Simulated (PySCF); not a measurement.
## EPR calculation of C5H4BClF3

System: C5H4BClF3, multiplicity 2.
Method: UKS B3LYP, pcH-1 on B C Cl F H, non-relativistic, mean-field spin-orbit, GIAO (PySCF 2.14.0).

It belongs to a series of runs on one base structure; here: H removed from sp3 C.

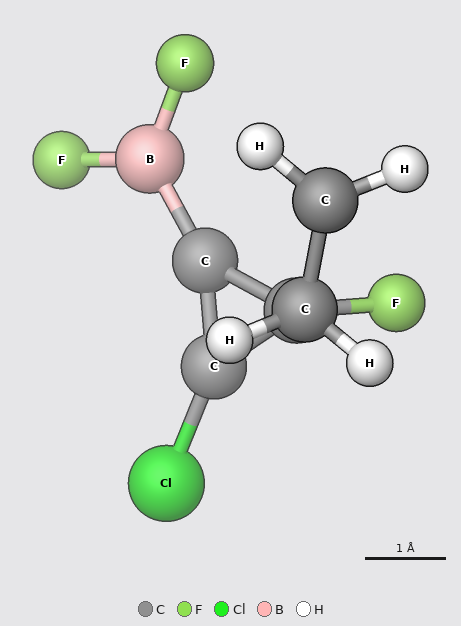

*The structure as given in the input (ball-and-stick view, seen at a tilt).*

## Input
```
{"job": {"kind": "epr", "basis": "pcH-1"}, "charge": 0, "multiplicity": 2}
C     -1.641807    -1.184475     0.439364
C     -1.511925     0.169098    -0.122192
C     -0.144073     0.328950    -0.797821
F     -0.123145    -0.312221    -2.017986
C      0.744405     1.489342    -0.636419
Cl     0.993601     3.092246    -0.980161
C      1.158042     0.377901    -0.029594
B      2.192761    -0.381287     0.786608
F      2.082168    -1.664301     1.060707
F      3.260176     0.206007     1.292629
H     -1.249597    -1.400779     1.413435
H     -1.909838    -2.003904    -0.198214
H     -1.582360     0.930886     0.655762
H     -2.269086     0.352065    -0.888285
```

The first line tells a small driver script what to run in PySCF; the rest is the geometry in Å.

Machine: 1 CPU thread, shared host.

Command:
```bash
OMP_NUM_THREADS=1 python <driver script> task.json out
```

## Output
```
UKS, coarse grid
  cycle   1  E = -977.40459489  |g| = 6.30e-01
  cycle   2  E = -977.22272716  |g| = 9.99e-01
  cycle   3  E = -977.52986448  |g| = 1.00e-01
  cycle   4  E = -977.53257475  |g| = 6.89e-02
  cycle   5  E = -977.53463227  |g| = 2.08e-02
  cycle   6  E = -977.53481424  |g| = 5.45e-03
  cycle   7  E = -977.53482897  |g| = 2.59e-03
  cycle   8  E = -977.53483278  |g| = 6.82e-04
UKS, final grid
  cycle   1  E = -977.53478031  |g| = 7.96e-04
  cycle   2  E = -977.53478001  |g| = 1.22e-03
  cycle   3  E = -977.53478054  |g| = 1.69e-04
  cycle   4  E = -977.53478056  |g| = 6.16e-05
  cycle   5  E = -977.53478056  |g| = 4.05e-05
  cycle   6  E = -977.53478056  |g| = 9.02e-06
E = -977.53478056 Eh   <S^2> = 0.7536 (exact 0.7500)
g shifts (ppm)      1          2          3
  rmc          -144       -144       -144
  gc              8         20         34
  oz_so           4        521        674
  total        -132        397        564
hyperfine (MHz)  atom isotope    a_iso     a_fc   dipolar eigenvalues
    0   13C     103.07     103.17    -81.08    -80.40    161.49
    1   13C     -30.64     -30.65     -2.22     -0.22      2.44
    2   13C     116.70     116.71     -6.62     -5.40     12.02
    3   19F      -3.55      -3.54     -6.30     -1.71      8.01
    4   13C      15.26      15.27     -2.46     -0.26      2.72
    5  35Cl       0.84       0.84     -1.12     -0.47      1.58
    6   13C       0.92       0.92     -1.15     -0.16      1.32
    7   11B      -0.67      -0.67     -0.61     -0.26      0.87
    8   19F       9.17       9.14     -4.99     -4.05      9.04
    9   19F       0.11       0.10     -1.87     -0.80      2.67
   10    1H     -61.19     -61.20    -39.06     -0.48     39.54
   11    1H     -61.37     -61.38    -38.95     -0.65     39.61
   12    1H      32.62      32.62     -5.24     -4.24      9.48
   13    1H      36.56      36.56     -5.14     -4.45      9.58
```

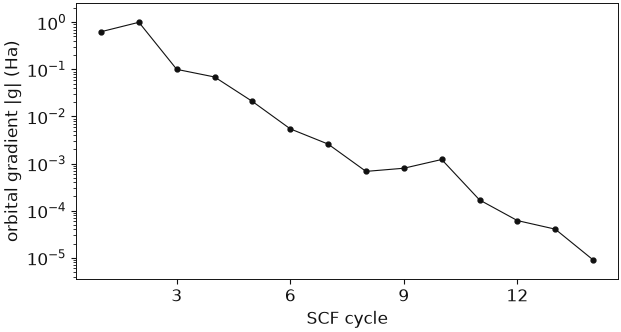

*Convergence of the self-consistent field: orbital gradient |g| against the SCF cycle.*

All cycles printed in the log are drawn one after another.

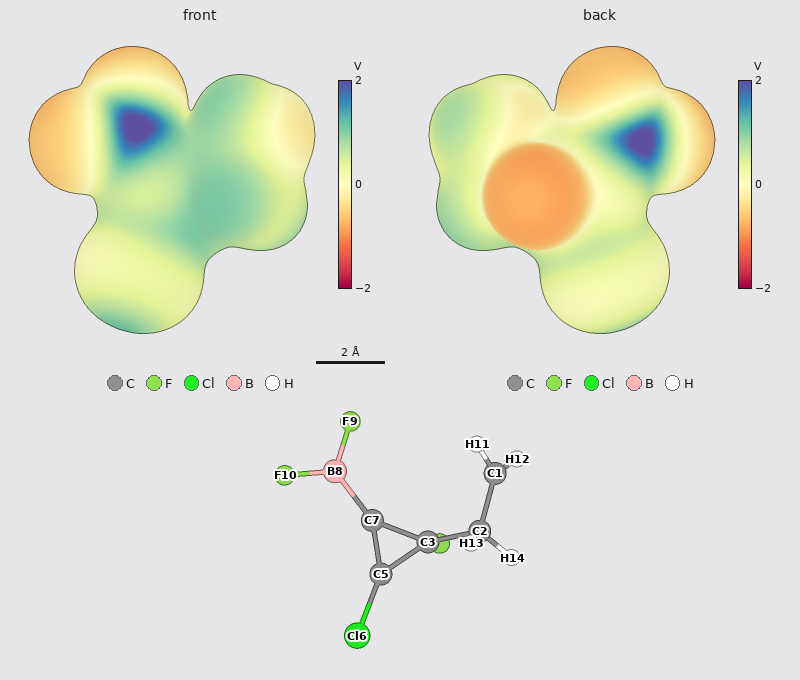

*The molecular electrostatic potential painted on the density surface at 0.002 e/bohr³, seen face on and from behind; the colour scale runs from red (negative) to blue (positive). The bare structure is drawn below in the same view.*

A positive charge is drawn to the negative regions and a negative charge to the positive ones.

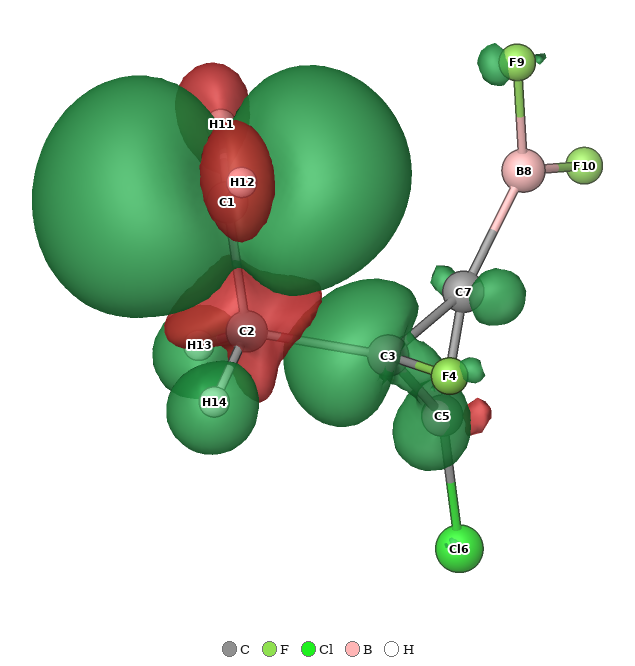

*Isosurfaces of the spin density (α minus β) at +0.006 (green) and −0.006 e/Å³ (red), seen at an oblique angle.*

The unpaired spin (1 electron) lies mostly on C1 (about 0.7), in electrons by Hirshfeld's partition.

## Summary

| quantity | value |
| --- | --- |
| outcome | converged |
| total energy | −977.534781 hartree |
| ⟨S²⟩ | 0.754 |
| isotropic g | 2.0026 |
| wall time | 5.3 min |
| peak memory | 1.1 GiB |
